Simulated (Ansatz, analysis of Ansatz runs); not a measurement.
# Migration in K2MoO4 (C2/m): H transfer from O to O, charge 0

Aim: the barrier of one jump in K2MoO4 (C2/m) at charge 0: H transfer from O to O. The model is a cell of 56 host atoms with 1 H put in; H is the atom that moves.

Method: plane-wave PAW DFT, PBEsol; nudged elastic band between two relaxed defect structures, in Ansatz 0.2.0.

**1. Starting point**

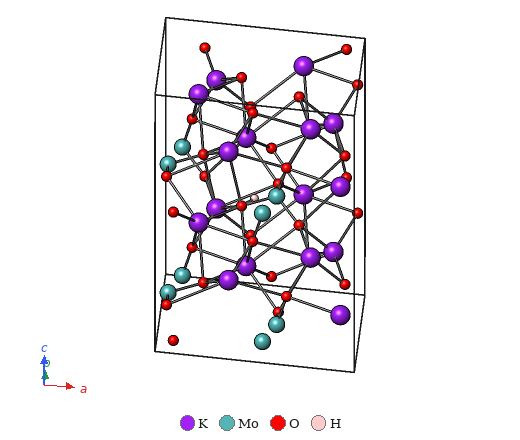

Start, viewed slightly off an axis; potassium purple, molybdenum teal, oxygen red, hydrogen pink. Bonds to atoms that aren't drawn are left out.

The cell holds 57 atoms: 16 K, 8 Mo, 32 O and 1 H. Its edges and angles: a = 9.638 Å, b = 11.282 Å, c = 13.703 Å, α = 44.1°, β = 91.4°, γ = 81.4°. It derives from K2MoO4 (space group C2/m). Nearest the centre at fractional (0.436, 0.793, 0.445): H57 at 0.43 Å, Mo23 at 1.04 Å, O29 at 1.43 Å, O55 at 1.43 Å, O36 at 2.50 Å, O43 at 2.54 Å, K9 at 2.62 Å, O38 at 3.32 Å.

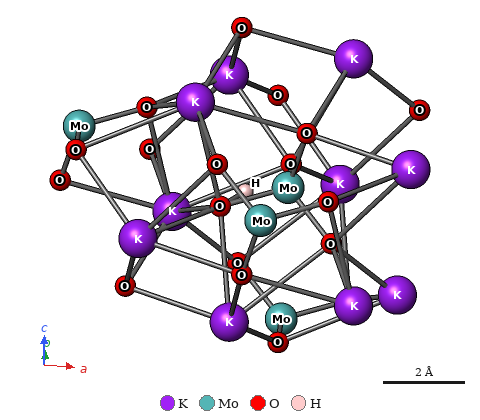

The atoms within 5 Å of the centre.

The cell's shortest repeat is 9.6 Å.

**2. Relaxation of the start point, charge 0**

A barrier is counted from a minimum, so both ends are relaxed first. Small random displacements break the symmetry of the ideal sites, so that the defect can distort if it gains by it. The cell holds an odd number of electrons, so the run is spin-polarised with the moment held at 1 μB.

File q0_M1.start/input.yaml:

```yaml
crystal:
  lattice:
    - [-3.24276055, 6.05590372, 6.76040222]
    - [9.04886774, 0.0, 6.73828762]
    - [12.29162829, 6.05590372, -0.0221146]
  atoms:
    - { symbol: K, position: [0.13761595, 0.62723075, 0.36238405] }
    - { symbol: K, position: [0.13761595, 0.62723075, 0.86238405] }
    - { symbol: K, position: [0.63761595, 0.12723075, 0.36238405] }
    - { symbol: K, position: [0.63761595, 0.12723075, 0.86238405] }
    - { symbol: K, position: [0.36238405, 0.87276925, 0.13761595] }
    - { symbol: K, position: [0.36238405, 0.87276925, 0.63761595] }
    - { symbol: K, position: [0.86238405, 0.37276925, 0.13761595] }
    - { symbol: K, position: [0.86238405, 0.37276925, 0.63761595] }
    - { symbol: K, position: [0.20372178, 0.04731595, 0.29627822] }
    - { symbol: K, position: [0.20372178, 0.04731595, 0.79627822] }
    - { symbol: K, position: [0.70372178, 0.54731595, 0.29627822] }
    - { symbol: K, position: [0.70372178, 0.54731595, 0.79627822] }
    - { symbol: K, position: [0.29627822, 0.45268405, 0.20372178] }
    - { symbol: K, position: [0.29627822, 0.45268405, 0.70372178] }
    - { symbol: K, position: [0.79627822, 0.95268405, 0.20372178] }
    - { symbol: K, position: [0.79627822, 0.95268405, 0.70372178] }
    - { symbol: Mo, position: [0.47504713, 0.29941829, 0.02495287] }
    - { symbol: Mo, position: [0.47504713, 0.29941829, 0.52495287] }
    - { symbol: Mo, position: [0.97504713, 0.79941829, 0.02495287] }
    - { symbol: Mo, position: [0.97504713, 0.79941829, 0.52495287] }
    - { symbol: Mo, position: [0.02495287, 0.20058171, 0.47504713] }
    - { symbol: Mo, position: [0.02495287, 0.20058171, 0.97504713] }
    - { symbol: Mo, position: [0.52495287, 0.70058171, 0.47504713] }
    - { symbol: Mo, position: [0.52495287, 0.70058171, 0.97504713] }
    - { symbol: O, position: [0.41436176, 0.51096922, 0.34694589] }
    - { symbol: O, position: [0.41436176, 0.51096922, 0.84694589] }
    - { symbol: O, position: [0.91436176, 0.01096922, 0.34694589] }
    - { symbol: O, position: [0.91436176, 0.01096922, 0.84694589] }
    - { symbol: O, position: [0.34694589, 0.72772313, 0.41436176] }
    - { symbol: O, position: [0.34694589, 0.72772313, 0.91436176] }
    - { symbol: O, position: [0.84694589, 0.22772313, 0.41436176] }
    - { symbol: O, position: [0.84694589, 0.22772313, 0.91436176] }
    - { symbol: O, position: [0.08563824, 0.98903078, 0.15305411] }
    - { symbol: O, position: [0.08563824, 0.98903078, 0.65305411] }
    - { symbol: O, position: [0.58563824, 0.48903078, 0.15305411] }
    - { symbol: O, position: [0.58563824, 0.48903078, 0.65305411] }
    - { symbol: O, position: [0.15305411, 0.77227687, 0.08563824] }
    - { symbol: O, position: [0.15305411, 0.77227687, 0.58563824] }
    - { symbol: O, position: [0.65305411, 0.27227687, 0.08563824] }
    - { symbol: O, position: [0.65305411, 0.27227687, 0.58563824] }
    - { symbol: O, position: [0.13656593, 0.22467254, 0.36343407] }
    - { symbol: O, position: [0.13656593, 0.22467254, 0.86343407] }
    - { symbol: O, position: [0.63656593, 0.72467254, 0.36343407] }
    - { symbol: O, position: [0.63656593, 0.72467254, 0.86343407] }
    - { symbol: O, position: [0.36343407, 0.27532746, 0.13656593] }
    - { symbol: O, position: [0.36343407, 0.27532746, 0.63656593] }
    - { symbol: O, position: [0.86343407, 0.77532746, 0.13656593] }
    - { symbol: O, position: [0.86343407, 0.77532746, 0.63656593] }
    - { symbol: O, position: [0.47534799, 0.14239926, 0.02465201] }
    - { symbol: O, position: [0.47534799, 0.14239926, 0.52465201] }
    - { symbol: O, position: [0.97534799, 0.64239926, 0.02465201] }
    - { symbol: O, position: [0.97534799, 0.64239926, 0.52465201] }
    - { symbol: O, position: [0.02465201, 0.35760074, 0.47534799] }
    - { symbol: O, position: [0.02465201, 0.35760074, 0.97534799] }
    - { symbol: O, position: [0.52465201, 0.85760074, 0.47534799] }
    - { symbol: O, position: [0.52465201, 0.85760074, 0.97534799] }
    - { symbol: H, position: [0.409241, 0.773283, 0.435389] }
basis:
  ecutwfc: 420
  xc_grid: 2
hamiltonian:
  xc: pbesol
kpoints:
  mp_grid: { grid: [1, 1, 1], shift: [0.25, 0.25, 0.25] }
magnetization:
  spin_polarized: true
  initial_magnetization: 1
  spin_locking: { lock_magnetization: hard }
scf:
  occupations: { method: fixed }
  max_iter: 150
output:
  forces: true
relax:
  f_tol: 0.02
  max_steps: 70
  random_displacement: { amplitude: 0.03, seed: 4687 }
```

The run is started by

```
> ansatz run input.yaml --threads 32 --pin off --max-ram 84787MiB --backend cuda --events-out ev --progress --plain --runs-dir out --max-vram 78GiB
```

What it wrote:

```text
[... repeated set-up lines and file paths are left out, and long positions are rounded to six places ...]
[...]
Engine: ansatz 0.2.0, aarch64-unknown-linux-gnu
[...]
Pseudopotential: K, paw, valence charge 9, recommended cutoff 420 eV (normal), K.paw.azcp
Pseudopotential: Mo, paw, valence charge 14, recommended cutoff 420 eV (normal), Mo.paw.azcp
Pseudopotential: O, paw, valence charge 6, recommended cutoff 420 eV (normal), O.paw.azcp
Pseudopotential: H, paw, valence charge 1, recommended cutoff 420 eV (normal), H.paw.azcp
Functional definition: PBEsol
[...]
Crystal: 57 atoms, lattice volume = 1005.578 Å³
Basis set: ecut = 420 eV, 19613 PW (Γ), exchange–correlation on 144×160×192 points (8 copies of the dense FFT grid, shifted against one another)
[...]
SCF 1 converged in 12 iterations: F = -81427.269091 eV  dr2 = 1.26e-6
[...]
relax step   1: F+E_penalty+E_count = -81427.26909054 eV  Δ(F+E_penalty+E_count) = +0.000e0 eV  max|allowed force component| = 2.408e1 eV/Å  Δτ_max = 0.0000 Å  (12 SCF iters, dr2 threshold 1.00e-5 eV, [...]
[... the SCF cycles and remarks between the steps are left out from here to the last step ...]
relax step   9: F+E_penalty+E_count = -81435.39691057 eV  Δ(F+E_penalty+E_count) = -1.045e-1 eV  max|allowed force component| = 3.362e-1 eV/Å  Δτ_max = 0.2000 Å  (7 SCF iters, dr2 threshold 4.41e-5 eV [...]
relax step  12: F+E_penalty+E_count = -81435.43233767 eV  Δ(F+E_penalty+E_count) = -1.857e-3 eV  max|allowed force component| = 3.964e-2 eV/Å  Δτ_max = 0.0182 Å  (7 SCF iters, dr2 threshold 2.18e-6 eV [...]
[...]
SCF 14 converged in 8 iterations: F = -81435.433167 eV  dr2 = 7.00e-8
[...]
relax step  15: F+E_penalty+E_count = -81435.43325146 eV  Δ(F+E_penalty+E_count) = -8.481e-5 eV  max|allowed force component| = 7.478e-3 eV/Å  Δτ_max = 0.0037 Å  (7 SCF iters, accepted)
[...]
```

It took 11 s on 1 × NVIDIA GB200 with 32 threads of Arm Neoverse V2, shared host; peak memory 1.5 GiB; 55 s of CPU time.

Relaxation path:

| step | energy less that of the first step (eV) | largest force component (eV/Å) |
| --- | --- | --- |
| 1 | 0.0000 | 24.0764 |
| 3 | -6.5727 | 2.3859 |
| 5 | -7.2678 | 1.6468 |
| 7 | -7.8664 | 0.7614 |
| 9 | -8.1278 | 0.3362 |
| 11 | -8.1614 | 0.1064 |
| 13 | -8.1625 | 0.0511 |
| 15 | -8.1642 | 0.0075 |

Relaxation step 13 was tried and not accepted.

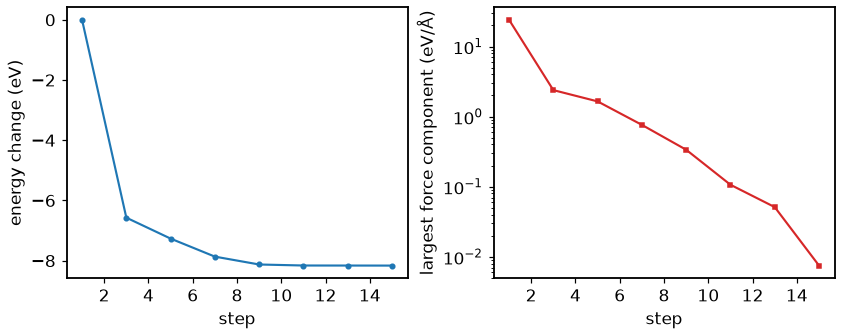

Energy and largest force along the relaxation.

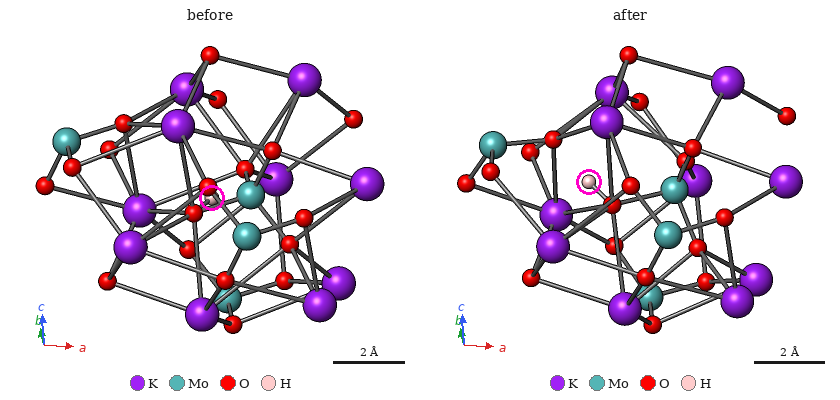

Before and after: the atoms that start within 5 Å of the centre. H57, which moves most, is ringed if it is among them.

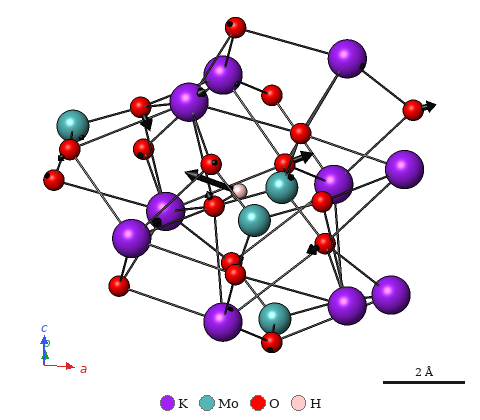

Displacements in the relaxation from the typed sites near the centre, scaled, the mean shift taken out; the longest in the cell stands for 1.43 Å.

The atoms that moved most (Å, from the sites as typed, ahead of the random displacement, the mean shift of all atoms taken out):

| atom | dx | dy | dz | length |
| --- | --- | --- | --- | --- |
| H57 | 0.626 | -0.608 | -1.137 | 1.433 |
| O55 | -0.080 | 0.563 | 0.216 | 0.609 |
| O38 | -0.455 | -0.108 | 0.160 | 0.494 |
| O48 | -0.114 | 0.379 | 0.153 | 0.424 |
| O43 | 0.113 | -0.382 | 0.003 | 0.398 |
| K9 | 0.076 | -0.258 | 0.154 | 0.310 |
| K14 | -0.088 | 0.266 | -0.089 | 0.295 |
| O29 | 0.130 | 0.081 | -0.198 | 0.250 |

Neighbours of H57 at the end:

| atom | distance (Å) |
| --- | --- |
| O29 | 1.004 |
| O38 | 1.655 |
| Mo23 | 2.494 |
| K14 | 2.615 |
| K9 | 2.621 |
| Mo20 | 2.942 |
| K1 | 3.037 |
| O33 | 3.236 |
| O52 | 3.245 |
| O36 | 3.248 |

This step gave:

```
free energy                                                                                       : -81435.4333 eV
total moment                                                                                      : 1 μB
integral of the absolute spin density                                                             : 1.060 μB
spin contamination                                                                                : 0.001711
r.m.s. move of the farther half of the atoms                                                      : 0.06941 Å
largest move from the ideal geometry of this structure, a common shift of the far atoms taken out : 1.461 Å
```

The relaxation gained 8.164 eV and ended with a largest force component of 0.0075 eV/Å.

**3. Relaxation of the end point, charge 0**

The end point is relaxed in the same cell and settings, so that the two energies compare. Atoms more than 3.2 Å from the middle of the hop start where the first relaxation left them, the nearer ones on or close to their ideal places, with small random displacements.

File q0_M1.end/input.yaml:

```yaml
crystal:
  lattice:
    - [-3.24276055, 6.05590372, 6.76040222]
    - [9.04886774, 0.0, 6.73828762]
    - [12.29162829, 6.05590372, -0.0221146]
  atoms:
    - { symbol: K, position: [0.13662833, 0.62119412, 0.36288772] }
    - { symbol: K, position: [0.13682677, 0.6276387, 0.861842] }
[... 2 atom lines left out ...]
    - { symbol: K, position: [0.36713588, 0.8712451, 0.14584208] }
    - { symbol: K, position: [0.37238995, 0.86930283, 0.63542099] }
[... 2 atom lines left out ...]
    - { symbol: K, position: [0.20372178, 0.04731595, 0.29627822] }
[... 4 atom lines left out ...]
    - { symbol: K, position: [0.31681933, 0.41746036, 0.72823202] }
[... 8 atom lines left out ...]
    - { symbol: Mo, position: [0.52495287, 0.70058171, 0.47504713] }
[... 5 atom lines left out ...]
    - { symbol: O, position: [0.34694589, 0.72772313, 0.41436176] }
[... 6 atom lines left out ...]
    - { symbol: O, position: [0.58563824, 0.48903078, 0.65305411] }
[... 1 atom line left out ...]
    - { symbol: O, position: [0.17115753, 0.77632708, 0.55079387] }
[... 4 atom lines left out ...]
    - { symbol: O, position: [0.63656593, 0.72467254, 0.36343407] }
[... 1 atom line left out ...]
    - { symbol: O, position: [0.37609097, 0.26800053, 0.14521413] }
[... 9 atom lines left out ...]
    - { symbol: O, position: [0.52465201, 0.85760074, 0.47534799] }
[... 1 atom line left out ...]
    - { symbol: H, position: [0.462885, 0.812139, 0.453751] }
basis:
  ecutwfc: 420
  xc_grid: 2
hamiltonian:
  xc: pbesol
kpoints:
  mp_grid: { grid: [1, 1, 1], shift: [0.25, 0.25, 0.25] }
magnetization:
  spin_polarized: true
  initial_magnetization: 1
  spin_locking: { lock_magnetization: hard }
scf:
  occupations: { method: fixed }
  max_iter: 150
output:
  forces: true
relax:
  f_tol: 0.02
  max_steps: 70
  random_displacement: { amplitude: 0.01, seed: 4687 }
```

What it wrote:

```text
[...]
Crystal: 57 atoms, lattice volume = 1005.578 Å³
Basis set: ecut = 420 eV, 19613 PW (Γ), exchange–correlation on 144×160×192 points (8 copies of the dense FFT grid, shifted against one another)
Bands: 282, of which v1, the nominal top of the filled ones, is band 225 counted from 1 (224 counted from 0)
[...]
spin=Collinear: Resta preconditioning applied to the charge; magnetization (m = ρ↑ − ρ↓) channel mixes plain (no charge-response kernel on spin).
SCF iter   2: F=—  HF=-81441.266556 eV  |F-HF|=—  |Δ(HF+E_count)|=    4.40e1  Δρ=2.54e-2 (↑2.54e-2 ↓2.51e-2)  dr2=4.55e1  dr2_m=1.68e-1  M=1.000 μB ∫|m|=1.141 μB  β_m=0.40  ethr=3.10e-3  ⟨swp⟩=3.5  Hψ [...]
[...]
SCF iter  12: F=-81427.247746 eV  HF=-81427.247744 eV  |F-HF|=2.09e-6  |Δ(HF+E_count)|=   7.81e-7  Δρ=6.97e-6 (↑6.97e-6 ↓6.90e-6)  dr2=1.82e-6  dr2_m=6.18e-9  M=1.000 μB ∫|m|=1.055 μB  ethr=2.23e-9  ⟨ [...]
SCF 1 converged in 12 iterations: F = -81427.247746 eV  dr2 = 1.82e-6
[...]
relax step   1: F+E_penalty+E_count = -81427.24774569 eV  Δ(F+E_penalty+E_count) = +0.000e0 eV  max|allowed force component| = 2.562e1 eV/Å  Δτ_max = 0.0000 Å  (12 SCF iters, dr2 threshold 1.00e-5 eV, [...]
[...]
SCF 2 converged in 7 iterations: F = -81432.366241 eV  dr2 = 7.55e-5
[...]
SCF 8 converged in 7 iterations: F = -81435.110387 eV  dr2 = 1.00e-5
[...]
SCF 22 converged in 8 iterations: F = -81435.474447 eV  dr2 = 1.42e-8
[...]
```

The job ended after 15 s (1 × NVIDIA GB200 with 32 threads; peak memory 1.5 GiB; 79 s of CPU time).

The steps of the relaxation:

| step | energy less that of the first step (eV) | largest force component (eV/Å) |
| --- | --- | --- |
| 1 | 0.0000 | 25.6248 |
| 3 | -6.6380 | 2.6330 |
| 5 | -7.2661 | 1.3386 |
| 7 | -7.7143 | 0.6408 |
| 9 | -7.9931 | 0.3466 |
| 11 | -8.1314 | 0.5294 |
| 13 | -8.1777 | 0.1436 |
| 15 | -8.1964 | 0.2209 |
| 17 | -8.2143 | 0.1673 |
| 19 | -8.2233 | 0.0577 |
| 21 | -8.2263 | 0.0238 |
| 22 | -8.2267 | 0.0096 |

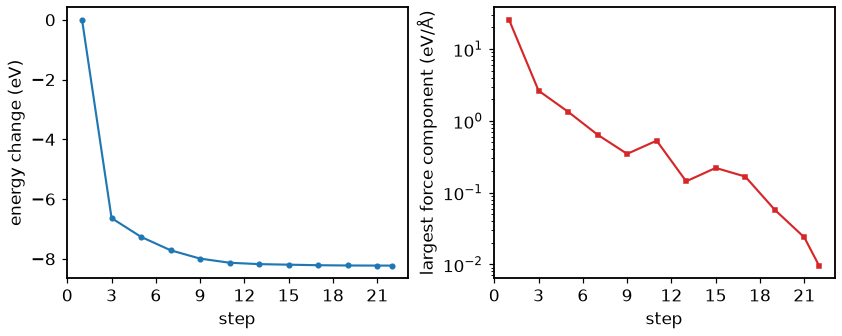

Energy and largest force along the relaxation.

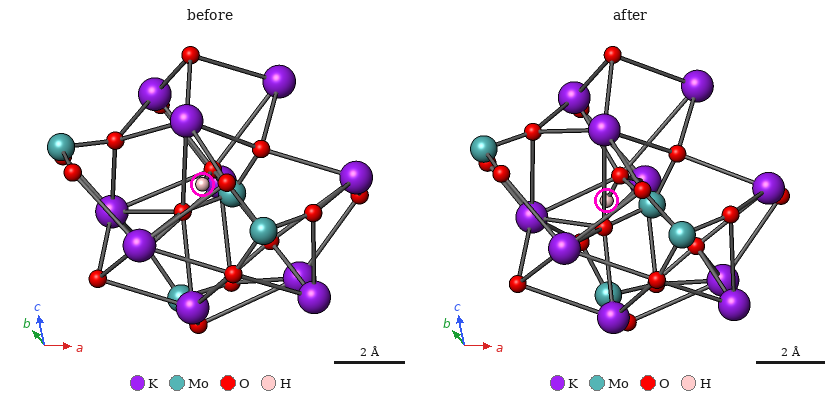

Before and after: the atoms that start within 5 Å of the centre. H57, which moves most, is ringed if it is among them.

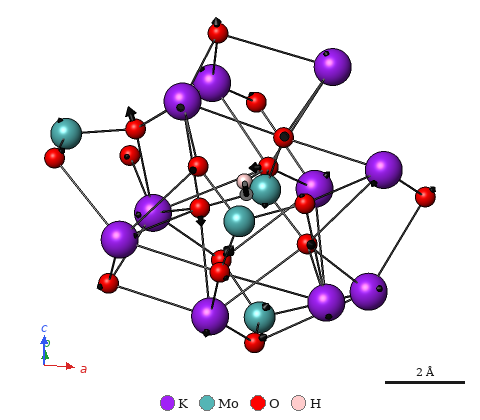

Displacements in the relaxation from the typed sites near the centre, scaled; the longest in the cell stands for 1.52 Å.

The atoms that moved most (Å, from the sites as typed, ahead of the random displacement):

| atom | dx | dy | dz | length |
| --- | --- | --- | --- | --- |
| H57 | 0.606 | -0.583 | 1.271 | 1.524 |
| O45 | -0.091 | 0.446 | -0.211 | 0.502 |
| O38 | 0.400 | 0.159 | -0.212 | 0.480 |
| O55 | 0.216 | -0.320 | -0.089 | 0.396 |
| O48 | 0.114 | -0.307 | -0.174 | 0.371 |
| O29 | -0.193 | -0.204 | 0.191 | 0.340 |
| O26 | 0.097 | 0.185 | -0.241 | 0.319 |
| O43 | -0.229 | 0.131 | -0.148 | 0.303 |

Neighbours of H57 at the end:

| atom | distance (Å) |
| --- | --- |
| O55 | 1.001 |
| O45 | 1.700 |
| Mo23 | 2.475 |
| K3 | 2.517 |
| K9 | 2.603 |
| O29 | 3.004 |
| Mo17 | 3.052 |
| K6 | 3.227 |

Numbers from this step:

- free energy: -81435.4744 eV
- total moment: 1 μB
- integral of the absolute spin density: 1.060 μB
- spin contamination: 0.001877
- r.m.s. move of the farther half of the atoms: 0.09533 Å
- largest move from the ideal geometry of this structure, a common shift of the far atoms taken out: 1.544 Å

The relaxation gained 8.227 eV and ended with a largest force component of 0.0096 eV/Å. The end lies 0.041 eV below the start.

(Part 1 of 2 ends here.)

[Logs are printed without paths, hosts, clocks, repeated set-up lines and the standing remarks that a program may print on its own settings, such as how far it seeks lower states.]

[Hosts, paths, dates, database ids (printed as entryN), source tags and the programs' standing remarks are cut or masked in the printed files.]
